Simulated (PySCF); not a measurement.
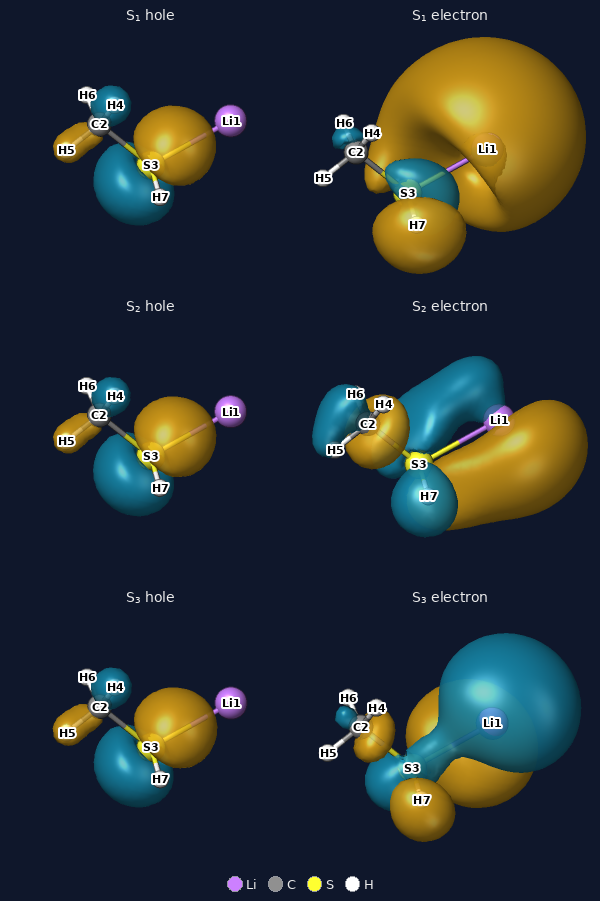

*CH4LiS, charge +1, SMILES `[Li+].CS`. Leading natural transition orbitals (TDA singlet states).*

Level of theory: CAM-B3LYP/def2-SVP (PySCF), at a geometry from GFN2-xTB. The pair's geometry is semi-empirical, so its contact may be too short or too long. GFN2-xTB bond lengths at metals and heavier atoms can be off by up to 0.1 Å and shapes distorted, which carries into these values. Without diffuse functions Rydberg states are missing, so the states' numbers hold for this basis only.

The calculation's input:

```python
import numpy as np
from pyscf import gto, scf, dft, tdscf
from pyscf.scf import atom_ks, atom_hf
from scipy.linalg import block_diag

def solve(mol, dm0=None, hcore=None):
    mf = (dft.UKS if mol.spin else dft.RKS)(mol, xc='camb3lyp')
    mf.grids.level = 3
    mf = mf.density_fit(auxbasis='def2-universal-jkfit')
    mf.conv_tol, mf.max_cycle = 1e-8, 80
    if hcore is not None:
        mf.get_hcore = lambda *args: hcore
    mf.kernel(dm0)
    if not mf.converged:
        mf = mf.newton().run(mf.mo_coeff, mf.mo_occ, max_cycle=30)
    assert mf.converged, 'SCF not converged'
    return mf

mol = gto.M(atom='''
Li    -2.22933     1.09199    -0.11512
C      1.30344     0.37902    -0.03571
S     -0.35805    -0.37029     0.10278
H      1.41872     0.87981    -0.99145
H      2.03417    -0.41782     0.07830
H      1.40035     1.08417     0.78516
H     -0.25707    -1.17153    -0.95691
''', basis='def2-svp', charge=1, spin=0, verbose=4)
mf = solve(mol)
td = mf.TDA()
td.nstates, td.singlet, td.conv_tol = 5, True, 1e-5
td.kernel()
td.analyze()
x, y = np.array([p[0] for p in td.xy]), np.array([p[1] + 0 * p[0] for p in td.xy])
f, mu = td.oscillator_strength(), td.transition_dipole()
nto = [td.get_nto(state=i + 1, verbose=4) for i in range(len(td.e))]
# spherically averaged free atoms, for the promolecule
atm = atom_ks.get_atm_nrks(mol, xc='camb3lyp')
pro = block_diag(*[(atm[a[0]][2] * atm[a[0]][3]) @ atm[a[0]][2].T for a in mol._atom])
np.savez('result.npz', e=td.e, f=f, ok=td.converged, w=[n[0] for n in nto], nto=[n[1] for n in nto], x=x, y=y, c=mf.mo_coeff, occ=mf.mo_occ, eps=mf.mo_energy, pro=pro, mu=mu)
```

Run with:

```sh
OMP_NUM_THREADS=1 python input.py
```

The run took 55 s on 1 thread of Arm Neoverse N1, on a shared host, peak memory 0.38 GiB.

**Describe these excited states.**

By state:
- S₁: 5.93 eV (209 nm), f = 0.034, partly diffuse acceptor orbital, which a basis without diffuse functions describes poorly; the leading pair carries 100 %; hole on S3 (78 %), C2 (7 %) and Li1 (5 %), electron on Li1 (79 %), S3 (12 %) and H7 (5 %) (atom shares of so diffuse an orbital are rough); their centroids lie 2.4 Å apart.
- S₂: 6.07 eV (204 nm), f = 0.005, partly diffuse acceptor orbital, which a basis without diffuse functions describes poorly; the leading pair carries 100 %; hole on S3 (78 %), C2 (7 %) and Li1 (6 %), electron on Li1 (41 %), S3 (34 %) and C2 (12 %) (atom shares of so diffuse an orbital are rough); their centroids lie 1.1 Å apart.
- S₃: 7.29 eV (170 nm), f = 0.065, partly diffuse acceptor orbital, which a basis without diffuse functions describes poorly; the leading pair carries 99 %; hole on S3 (77 %), C2 (7 %) and Li1 (6 %), electron on Li1 (74 %), S3 (16 %) and H7 (5 %) (atom shares of so diffuse an orbital are rough); their centroids lie 2.0 Å apart.
